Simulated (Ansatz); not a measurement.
Run report: TiH$_{2}$ClOF$_{3}$, geometry relaxation (part 2 of 2)

TiH$_{2}$ClOF$_{3}$; RKS LDA/def2-SVP (Ansatz 0.2.0). The input holds or restrains some coordinates. Forces given for the steps count only the free coordinates. It belongs to a series of runs on one base structure; here: pulled along the bonds that form and break, towards end B.

Geometry of the input (Å):
```
Ti 0.0000  0.0000  0.0000
Cl 0.0000  0.0000  2.7200
F  1.7257  0.0000  -0.6094
F  -0.8619  1.4933  -0.6094
F  -0.8619  -1.4933  -0.6094
O  -2.1067  0.0000  0.7000
H  -2.6519  -0.6297  0.1286
H  -1.4892  0.0000  1.9123
```

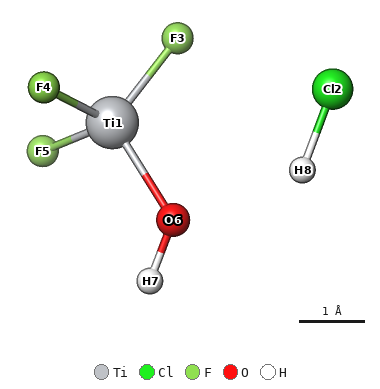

**Figure 1.** The geometry at step 10 of the log (ball-and-stick view, seen at a tilt; atoms are numbered from 1 in the order of the input).

Trajectory as extended XYZ, continued
```
8
Properties=species:S:1:pos:R:3:forces:R:3 step=3 energy=-45696.35807
Ti   -0.1631    0.0040   -0.2791   -1.2916  -0.0166   1.8074
Cl   -0.0974    0.0011    3.0028   -1.1245  -0.0046  -1.5498
F     1.6522   -0.0011   -0.5881   -2.1508  -0.0282   0.5721
F    -0.8214    1.5199   -0.6550    1.3026   1.3733  -1.3310
F    -0.8316   -1.5199   -0.6581    0.9727  -1.2456  -1.4733
O    -2.0516    0.0347    0.4432    1.4468   0.6347   1.6210
H    -2.6520   -0.6572    0.1268    0.1264  -0.7152   0.2326
H    -1.2809   -0.0112    2.2401    0.7184   0.0022   0.1211
8
Properties=species:S:1:pos:R:3:forces:R:3 step=4 energy=-45697.14281
Ti   -0.2701    0.0084   -0.3455   -1.0254   0.2619   1.0859
Cl   -0.1179   -0.0042    3.1616   -0.4435  -0.0183  -0.8466
F     1.5272   -0.0103   -0.5422   -1.4128  -0.0553   0.5762
F    -0.7313    1.5962   -0.8025    0.8616   0.4187  -1.0179
F    -0.7793   -1.5697   -0.8260    0.5085  -0.3425  -1.0383
O    -2.0287    0.0687    0.3830    0.6285  -0.7295   0.7903
H    -2.6130   -0.7112    0.1803    0.6759   0.4120   0.4421
H    -1.2328   -0.0076    2.4240    0.2072   0.0529   0.0083
8
Properties=species:S:1:pos:R:3:forces:R:3 step=5 energy=-45697.77958
Ti   -0.3393    0.0233   -0.3606   -1.0633   0.1700   0.2491
Cl   -0.0991   -0.0107    3.1882   -0.6269  -0.0058  -0.8306
F     1.4377   -0.0243   -0.4192   -0.9474  -0.0447   0.6527
F    -0.6445    1.6175   -0.9718    0.4158  -0.5547  -0.4901
F    -0.7336   -1.5489   -1.0137    0.2912   0.6497  -0.4643
O    -2.0411    0.0588    0.4454    1.2993  -0.4277   0.5451
H    -2.5829   -0.7463    0.2762    0.2193   0.1701   0.2334
H    -1.2430    0.0008    2.4883    0.4120   0.0431   0.1048
8
Properties=species:S:1:pos:R:3:forces:R:3 step=6 energy=-45698.25248
Ti   -0.3561    0.0273   -0.4419   -1.2357  -0.0018   0.7072
Cl   -0.0803   -0.0089    3.1141   -0.8519   0.0033  -0.5301
F     1.3942   -0.0450   -0.2588   -0.8435   0.0064   0.4349
F    -0.6346    1.5942   -1.1225    0.2895  -0.4945  -0.4135
F    -0.7415   -1.4897   -1.2045    0.2153   0.6376  -0.3404
O    -1.9578    0.0331    0.5362    1.4053  -0.3716   0.0501
H    -2.5292   -0.7506    0.3657    0.1898   0.1830   0.1201
H    -1.3405    0.0098    2.6443    0.8313   0.0376  -0.0283
8
Properties=species:S:1:pos:R:3:forces:R:3 step=7 energy=-45698.56046
Ti   -0.3980    0.0330   -0.4583   -1.2081  -0.0649   0.8005
Cl   -0.0298   -0.0127    3.0941   -1.0664   0.0410  -0.4199
F     1.3035   -0.0513   -0.0864   -0.5657   0.0165   0.2872
F    -0.6022    1.5515   -1.2550    0.1205  -0.3572  -0.2138
F    -0.7229   -1.4192   -1.3440    0.1134   0.4566  -0.1906
O    -1.9445   -0.0008    0.5969    1.5578  -0.1393  -0.3318
H    -2.5291   -0.7586    0.3827   -0.0111   0.0611   0.0833
H    -1.3230    0.0284    2.7028    1.0597  -0.0139  -0.0150
8
Properties=species:S:1:pos:R:3:forces:R:3 step=8 energy=-45698.76542
Ti   -0.4283    0.0154   -0.4706   -1.1890  -0.1904   0.8356
Cl    0.0187    0.0525    3.0763   -0.8862   0.0082  -0.2157
F     1.2141   -0.0784    0.0600   -0.2486   0.0041   0.1874
F    -0.5718    1.5084   -1.3215   -0.0006  -0.1510  -0.0690
F    -0.6561   -1.3383   -1.5143    0.0124   0.2502  -0.0571
O    -1.9125   -0.0944    0.6485    1.2665  -0.1194  -0.6653
H    -2.6286   -0.7233    0.4050    0.1561   0.1878   0.0779
H    -1.2815    0.0284    2.7492    0.8895   0.0105  -0.0936
8
Properties=species:S:1:pos:R:3:forces:R:3 step=9 energy=-45698.79646
Ti   -0.4550   -0.0142   -0.4712   -1.0986  -0.2582   0.9513
Cl    0.0908    0.1270    3.0642   -0.9260  -0.0220  -0.1411
F     1.1249   -0.1134    0.2254   -0.3277  -0.0169  -0.1284
F    -0.5697    1.4805   -1.3217   -0.0090  -0.0596   0.0443
F    -0.6128   -1.2768   -1.6355    0.0239   0.1713   0.1175
O    -1.9301   -0.1844    0.6538    2.8567   0.9886  -0.3546
H    -2.6912   -0.6824    0.3890   -1.3638  -0.8335  -0.4273
H    -1.2027    0.0340    2.7288    0.8446   0.0303  -0.0616
8
Properties=species:S:1:pos:R:3:forces:R:3 step=10 energy=-45698.76259 accepted=F
Ti   -0.4689   -0.0583   -0.4593   -1.0547  -0.4853   0.5035
Cl    0.1566    0.3086    3.0566   -1.1646  -0.1472  -0.1666
F     1.0580   -0.2244    0.3379   -0.3792  -0.0500  -0.3714
F    -0.5410    1.4885   -1.2298   -0.0340  -0.1901   0.2439
F    -0.5785   -1.1842   -1.7867    0.0381   0.4116   0.6614
O    -1.9294   -0.3186    0.6690   -0.0326  -0.3927  -1.4862
H    -2.8250   -0.6898    0.3462    1.6276   0.6984   0.5861
H    -1.1178    0.0485    2.6989    0.9994   0.1554   0.0293
8
Properties=species:S:1:pos:R:3:forces:R:3 step=11 energy=-45698.83283
Ti   -0.4507   -0.0224   -0.4680   -1.5650  -0.0428   1.0869
Cl    0.0944    0.2193    3.0519   -0.9833  -0.1122  -0.1611
F     1.1062   -0.1704    0.2294    0.2198  -0.0695   0.0997
F    -0.5461    1.4939   -1.2733   -0.0023   0.1102  -0.0515
F    -0.6196   -1.2422   -1.6577   -0.0161  -0.1602  -0.2009
O    -1.9236   -0.2028    0.6558    1.2553  -0.0278  -0.7941
H    -2.7191   -0.7115    0.3820    0.1973   0.1672   0.0813
H    -1.1875    0.0064    2.7127    0.8942   0.1350  -0.0601
8
Properties=species:S:1:pos:R:3:forces:R:3 step=12 energy=-45698.84955
Ti   -0.4521   -0.0429   -0.4655   -1.4876  -0.1187   1.0500
Cl    0.0918    0.3190    3.0457   -0.9929  -0.1595  -0.2054
F     1.1004   -0.2549    0.2310    0.1303  -0.0828   0.0556
F    -0.5265    1.5146   -1.1941   -0.0027   0.0609  -0.0039
F    -0.6354   -1.1922   -1.7268   -0.0109  -0.0651  -0.0944
O    -1.9163   -0.2695    0.6619    1.2523   0.0352  -0.8434
H    -2.7300   -0.7394    0.3719    0.2174   0.1577   0.0934
H    -1.1778    0.0355    2.7085    0.8942   0.1722  -0.0519
8
Properties=species:S:1:pos:R:3:forces:R:3 step=13 energy=-45698.86144
Ti   -0.4532   -0.0677   -0.4611   -1.3121  -0.2680   0.9132
Cl    0.0813    0.4655    3.0357   -1.1205  -0.3313  -0.3074
F     1.0941   -0.3580    0.2353   -0.1020  -0.0543  -0.0516
F    -0.5032    1.5337   -1.1020   -0.0064  -0.0892   0.0830
F    -0.6552   -1.1311   -1.8059    0.0220   0.1398   0.1852
O    -1.9051   -0.3559    0.6703    1.2991   0.1550  -0.9118
H    -2.7487   -0.7511    0.3569    0.2121   0.1211   0.0989
H    -1.1558    0.0348    2.7034    1.0078   0.3268  -0.0095
8
Properties=species:S:1:pos:R:3:forces:R:3 step=14 energy=-45698.91325
Ti   -0.4523   -0.0976   -0.4553   -1.4012  -0.3989   1.1304
Cl    0.0475    0.6583    2.9949   -0.8507  -0.3781  -0.3475
F     1.0620   -0.5315    0.2308    0.0130  -0.0397  -0.0204
F    -0.4621    1.5619   -0.9198    0.0004  -0.0088   0.0293
F    -0.6766   -1.0147   -1.8959    0.0067   0.0668   0.0672
O    -1.8859   -0.4900    0.6652    1.4574   0.4130  -0.8494
H    -2.7635   -0.8052    0.3701    0.0581   0.0293   0.0243
H    -1.1151    0.0890    2.6427    0.7163   0.3164  -0.0339
8
Properties=species:S:1:pos:R:3:forces:R:3 step=15 energy=-45698.91254
Ti   -0.4439   -0.1293   -0.4550   -1.3355  -0.3735   1.0695
Cl   -0.0120    0.8380    2.9600   -0.9640  -0.6546  -0.4455
F     1.0549   -0.6815    0.1900   -0.1135   0.0448  -0.0792
F    -0.4178    1.5715   -0.7706    0.0041  -0.2560   0.0549
F    -0.7082   -0.9095   -1.9750    0.0386   0.1519   0.2720
O    -1.8553   -0.5920    0.6680    1.3865   0.5001  -0.9244
H    -2.7626   -0.8393    0.3935    0.1473   0.0498   0.0350
H    -1.1011    0.1123    2.6218    0.8366   0.5375   0.0177
8
Properties=species:S:1:pos:R:3:forces:R:3 step=16 energy=-45698.93870
Ti   -0.4321   -0.1615   -0.4358   -1.2595  -0.3393   1.0140
Cl   -0.0652    0.9357    2.9350   -0.6975  -0.5435  -0.4111
F     1.0816   -0.7799    0.1106   -0.1494   0.0457  -0.0295
F    -0.3807    1.5552   -0.6317   -0.0035  -0.2421   0.0170
F    -0.7576   -0.8233   -1.9984    0.0465   0.1164   0.2546
O    -1.8318   -0.6694    0.6789    1.5120   0.5886  -0.8276
H    -2.7429   -0.8731    0.3936   -0.0196   0.0026   0.0039
H    -1.1172    0.1864    2.5804    0.5709   0.3717  -0.0212
8
Properties=species:S:1:pos:R:3:forces:R:3 step=17 energy=-45698.94038
Ti   -0.4220   -0.1615   -0.4478   -1.3132  -0.3985   1.2261
Cl   -0.0894    0.9316    2.9270   -0.7430  -0.5479  -0.3765
F     1.0898   -0.7929    0.0777   -0.0289   0.0106  -0.0040
F    -0.3626    1.5510   -0.6369    0.0023  -0.0748  -0.0025
F    -0.7743   -0.8122   -2.0029    0.0150   0.0391   0.0731
O    -1.8025   -0.6721    0.6892    1.3776   0.5774  -0.8538
H    -2.7209   -0.8689    0.4199    0.0257   0.0067  -0.0023
H    -1.1640    0.1953    2.6066    0.6643   0.3873  -0.0602
```

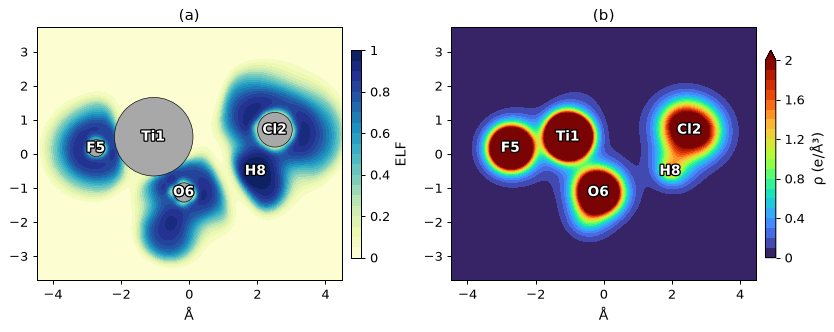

**Figure 2.** (a) ELF; (b) total electron density on the plane of atoms F5, Ti1 and O6. Grey discs, where drawn, cover atomic cores. Atoms in the plane: Ti, Cl, F, O and H. Ti–F (1.72 Å): ρ is about 1.2 e/Å³ halfway; the ELF peaks at about 0.85 in the valence shell of F, 0.5 Å from its nucleus, and drops to about 0.25 between the two atoms.

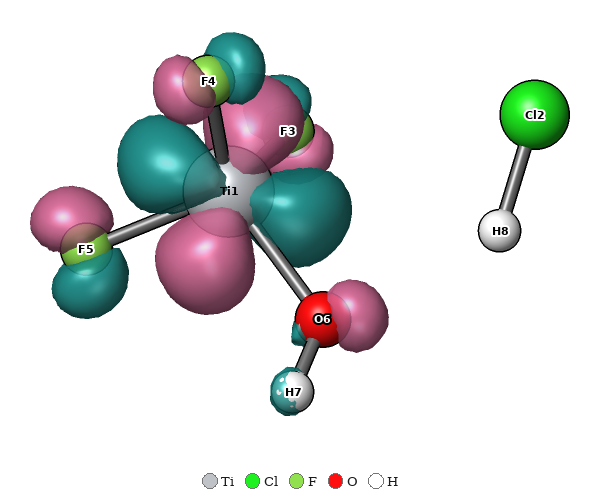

**Figure 3.** The LUMO at ±0.15 Å⁻³ᐟ² (teal and pink are the two phases), seen at a tilt. It lies mainly on Ti1 (75 %) and F5 (10 %). Its energy is −3.77 eV.
